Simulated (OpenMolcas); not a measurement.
# doublet CH6O3Sn+: levels of theory compared

Aim: a comparison of 3 runs (UHF/3-21G, UM06-2X/def2-SVP, UPBE0/def2-SVP) of doublet CH6O3Sn+. 

The calculation is run with OpenMolcas 26.06.

### Step 1. The molecule

CH6O3Sn+: 11 atoms, total charge +1, spin state doublet. SMILES of the parent species: `C[Sn](O)(O)O`. The shape is that of a PBE0-D4/def2-TZVP optimisation. This is one conformer, not always the lowest. That shape belongs to the parent species and isn't relaxed for this state.

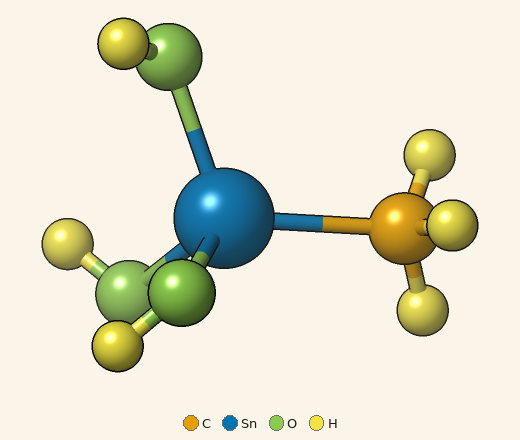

The structure, seen from a chosen angle (carbon amber, tin blue, oxygen green, hydrogen yellow).

### Step 2. A single-point energy at UHF/3-21G (run 1)

test.inp

```
* CH6O3Sn Hartree-Fock

&GATEWAY
  BASLIB=$CurrDir
  COORD
  11
  angstrom
  C       -1.634780       0.821450       0.161210
  Sn       0.242220      -0.121540      -0.023890
  O        0.658370      -1.274060       1.505120
  O        1.718000       1.160190      -0.160160
  O        0.358560      -1.259930      -1.614460
  H       -1.512400       1.751180       0.714920
  H       -2.026840       1.031120      -0.832930
  H       -2.314250       0.158830       0.695300
  H        1.532360      -1.093390       1.861260
  H        2.293460       0.964390      -0.904370
  H        0.685300      -2.138250      -1.402000
  BASIS=3-21G
  GROUP=NoSym

&SEWARD

&SCF
  UHF
  CHARGE=1
  SPIN=2
  THRESHOLDS=1e-10 1e-07 1e-07 1e-05
  PRORBITALS=1
```

The basis set 3-21G is read from a file made from the Basis Set Exchange's data (not shown).

Started as:

```console
$ export MOLCAS_MEM=1860
$ pymolcas test.inp > test.log
```

Standard output:

```text
--- Start Module: gateway ---
[...]
--- Stop Module: gateway /rc=_RC_ALL_IS_WELL_ ---
--- Start Module: seward ---
[...]
      Basis functions           79
--- Stop Module: seward /rc=_RC_ALL_IS_WELL_ ---
[...]
--- Start Module: scf ---
[...]
       Convergence after  39 Iterations
[...]
::    Total SCF energy                              -6260.4567289147
[...]
      Total spin, S                                     0.5203096271
[...]
      Total electronic charge=   85.000000
      Total            charge=    1.000000
[...]
      Dipole Moment (debye):
      Origin of the operator (angstrom)=    0.2787   -0.1399   -0.0275
                   X= -3.0381E+00               Y=  1.5279E+00               Z=  2.9418E-01           Total=  3.4134E+00
      Center of Charge (angstrom)
[...]
--- Stop Module: scf /rc=_RC_ALL_IS_WELL_ ---
[...]
```

Wall time 7.8 s (1 thread of Intel Xeon 6975P-C (Granite Rapids), shared host); peak memory 0.44 GiB.

### Step 3. The energy at UM06-2X/def2-SVP (core potential) (run 2)

input.xyz

```xyz
11

C     -1.634780     0.821450     0.161210
Sn     0.242220    -0.121540    -0.023890
O      0.658370    -1.274060     1.505120
O      1.718000     1.160190    -0.160160
O      0.358560    -1.259930    -1.614460
H     -1.512400     1.751180     0.714920
H     -2.026840     1.031120    -0.832930
H     -2.314250     0.158830     0.695300
H      1.532360    -1.093390     1.861260
H      2.293460     0.964390    -0.904370
H      0.685300    -2.138250    -1.402000
```

mol.input

```
&gateway
  baslib=$CurrDir
  coord=input.xyz
  basis=def2-SVP
  group=NoSym

&seward
  gridinput
  Grid=UltraFine
  End of Grid

&scf
  uhf
  charge=1
  spin=2
  ksdft=M062X
  thresholds=1e-10 1e-07 1e-07 1e-05
  prorbitals=1
```

The basis set def2-SVP is read from a file made from the Basis Set Exchange's data (not shown).

Started as:

```console
$ export MOLCAS_MEM=1860
$ pymolcas mol.input > mol.log
```

Standard output:

```text
--- Start Module: gateway ---
[...]
--- Stop Module: gateway /rc=_RC_ALL_IS_WELL_ ---
--- Start Module: seward ---
[...]
      Basis functions          112
--- Stop Module: seward /rc=_RC_ALL_IS_WELL_ ---
[...]
--- Start Module: scf ---
[...]
       Convergence after  32 Iterations
[...]
::    Total KS-DFT energy                            -480.9458796003
[...]
      Total spin, S                                     0.5094891198
[...]
      Dipole Moment (debye):
      Origin of the operator (angstrom)=    0.2787   -0.1399   -0.0275
                   X= -6.1829E-01               Y=  3.0948E-01               Z=  6.0259E-02           Total=  6.9404E-01
      Center of Charge (angstrom)
[...]
--- Stop Module: scf /rc=_RC_ALL_IS_WELL_ ---
[...]
```

Run time: 2 min. Hardware: 1 thread of Intel Xeon 6975P-C (Granite Rapids), shared host; peak memory 0.67 GiB.

### Step 4. A single-point energy at UPBE0/def2-SVP (core potential) (run 3)

job.input

```
* CH6O3Sn Kohn-Sham DFT

&GATEWAY
  BasLib
  $CurrDir
  Coord
  11
  angstrom
  C       -1.634780       0.821450       0.161210
  Sn       0.242220      -0.121540      -0.023890
  O        0.658370      -1.274060       1.505120
  O        1.718000       1.160190      -0.160160
  O        0.358560      -1.259930      -1.614460
  H       -1.512400       1.751180       0.714920
  H       -2.026840       1.031120      -0.832930
  H       -2.314250       0.158830       0.695300
  H        1.532360      -1.093390       1.861260
  H        2.293460       0.964390      -0.904370
  H        0.685300      -2.138250      -1.402000
  Basis
  def2-SVP
  Group
  NoSym

&SEWARD
  GridInput
  Grid=UltraFine
  End of Grid

&SCF
  UHF
  Charge
  1
  Spin
  2
  KSDFT
  PBE0
  Thresholds
  1e-10 1e-07 1e-07 1e-05
  PrOrbitals
  1 1
```

The basis set def2-SVP is read from a file made from the Basis Set Exchange's data (not shown).

Started as:

```console
$ export MOLCAS_MEM=1860
$ pymolcas job.input > job.log
```

Standard output:

```text
--- Start Module: gateway ---
[...]
--- Stop Module: gateway /rc=_RC_ALL_IS_WELL_ ---
--- Start Module: seward ---
[...]
      Basis functions          112
--- Stop Module: seward /rc=_RC_ALL_IS_WELL_ ---
[...]
--- Start Module: scf ---
[...]
       Convergence after  30 Iterations
[...]
::    Total KS-DFT energy                            -480.8572702131
[...]
      Total spin, S                                     0.5064505096
[...]
      Total electronic charge=   57.000000
      Total            charge=    1.000000
[...]
      Dipole Moment (debye):
      Origin of the operator (angstrom)=    0.2787   -0.1399   -0.0275
                   X= -7.1585E-02               Y=  3.4397E-02               Z=  6.1970E-03           Total=  7.9662E-02
      Center of Charge (angstrom)
[...]
--- Stop Module: scf /rc=_RC_ALL_IS_WELL_ ---
[...]
```

Run time: 79 s. Hardware: 1 thread of Intel Xeon 6975P-C (Granite Rapids), shared host; peak memory 0.67 GiB.

### Step 5. Overview of the runs

```tsv
run	level	integration grid	energy (Eh)	HOMO energy (eV)	LUMO energy (eV)	⟨S²⟩	wall time
1	UHF/3-21G	–	-6260.456729	-17.04	-9.51	0.791	7.8 s
2	UM06-2X/def2-SVP (core potential)	UltraFine	-480.945880	-15.33	-11.90	0.769	2 min
3	UPBE0/def2-SVP (core potential)	UltraFine	-480.857270	-14.04	-12.24	0.763	79 s
```

### Step 6. What came out

| quantity | value |
| --- | --- |
| run 3: total energy | -480.85727 Eh |
| run 3: HOMO energy (highest over α and β) | -14.04 eV |
| run 3: LUMO energy (lowest over α and β) | -12.24 eV |
| run 3: ⟨S²⟩ | 0.763 |

Totals of different functionals can't be ranked against each other. Some runs of one species differ in core potentials or relativity; totals across that change don't compare. In run 1 relativity is left out where basis or elements ask for it. All runs together took 3.4 min, the longest 2 min.
